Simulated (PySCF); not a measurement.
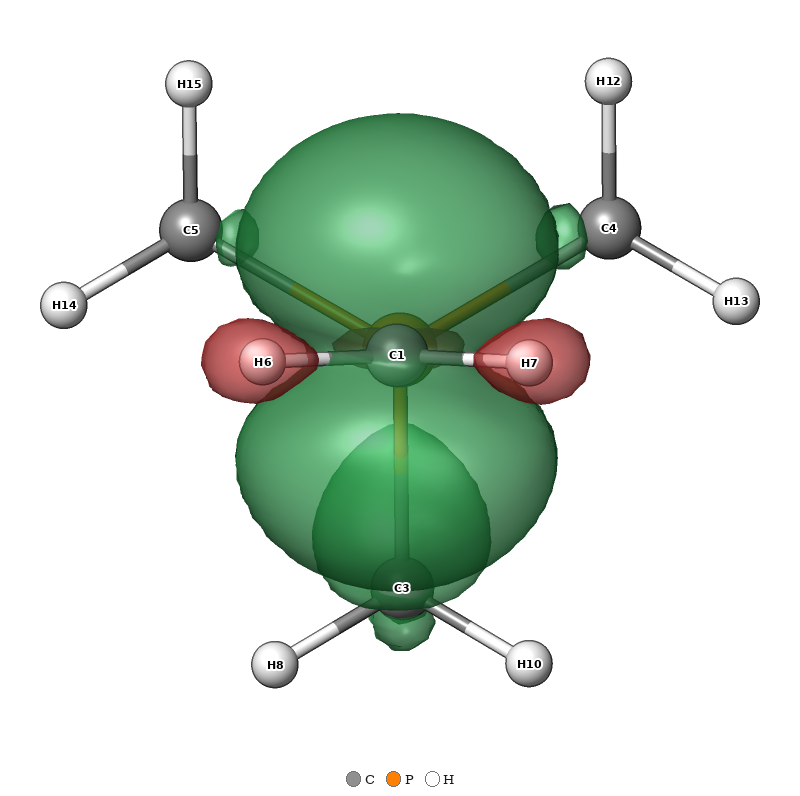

Figure 1: C$_{4}$H$_{11}$P (charge +1, doublet). Isosurfaces of the spin density (α minus β) at +0.015 (green) and −0.015 e/Å³ (red), seen across its widest extent.

Geometry: PBE0-D3(BJ)/def2-SVP.

Theory: DFT single point, gas phase, functional wB97X in PySCF 2.14.0, density-fitted response routines.

```xyz
16

C    -0.9439   -0.0437    1.6336
P    -0.0613   -0.0068    0.1002
C    -0.1268    1.6514   -0.6088
C    -0.8180   -1.1677   -1.0464
C     1.6558   -0.4529    0.3956
H    -0.4384    0.1997    2.5727
H    -2.0202   -0.2387    1.6516
H     0.3329    2.3703    0.0847
H     0.4229    1.6604   -1.5625
H    -1.1730    1.9386   -0.7875
H    -0.2817   -1.1392   -2.0065
H    -0.7704   -2.1851   -0.6320
H    -1.8697   -0.8919   -1.2131
H     2.1077    0.2588    1.1022
H     1.7100   -1.4673    0.8165
H     2.2123   -0.4212   -0.5528
```

### Describe the spin distribution.

The unpaired spin (1 electron) lies mostly on C1 (about 0.7) and P2 (about 0.1), in electrons by Hirshfeld's partition.
